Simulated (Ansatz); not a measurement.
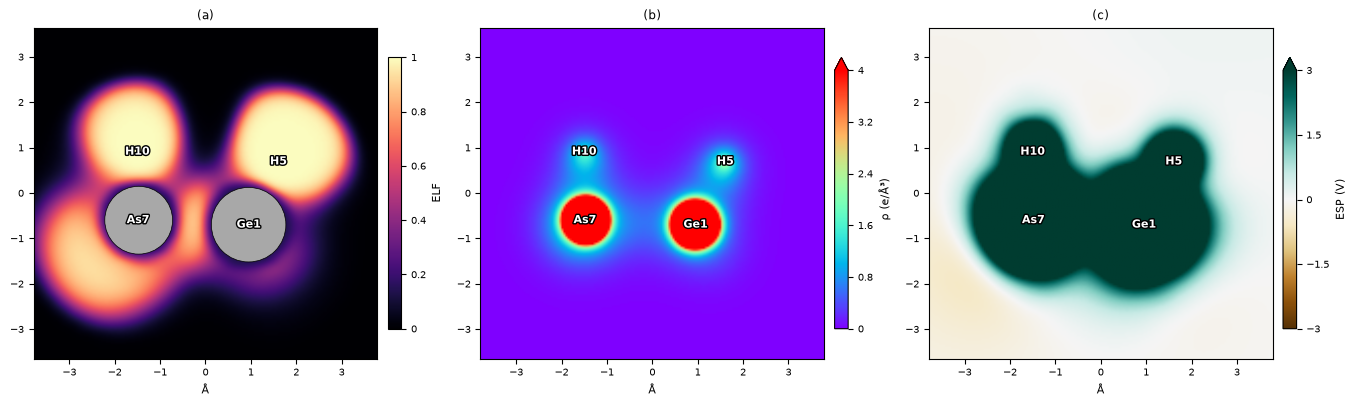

AsGeH$_{5}$···H$_{2}$O. (a) electron localisation function; (b) total electron density; (c) molecular electrostatic potential on the plane of atoms H5, Ge1 and As7. Grey discs cover the atomic cores in the ELF map.

The product side of a reaction path; geometry: PBE0-D4/def2-TZVP.

Method: RKS PBE0-D4/def2-TZVPP in Ansatz 0.2.0.

```xyz
10

Ge   -1.0122   -0.0963   -0.7191
O     1.3746    1.3998    0.9507
H    -0.5104    1.1650   -1.4449
H    -2.0623   -0.7660   -1.6266
H    -1.7003    0.3334    0.5881
H     0.7758    1.8617    1.5422
As    0.8398   -1.6181   -0.3592
H     1.6037    2.0410    0.2738
H    -0.0783   -2.8362   -0.3556
H     0.7697   -1.4842    1.1505
```

Question: What do the fields say about this system?

Answer: Atoms in the plane: Ge, H and As. Ge–As (2.42 Å): the density is about 0.6 e/Å³ at the midpoint; the ELF peaks at about 0.85 between the atoms: a shared electron pair. As–H (1.52 Å): ρ is about 1.2 e/Å³ halfway; the ELF climbs to about 1 towards the hydrogen, as it does in any bond to H. Ge–H (1.54 Å): ρ at the midpoint is about 1.1 e/Å³; the ELF climbs to about 1 towards the hydrogen. The ELF also peaks beside As7, away from the bonds: lone-pair regions. Outside the dense part of the complex the potential is most negative (−0.5 V) near As7.
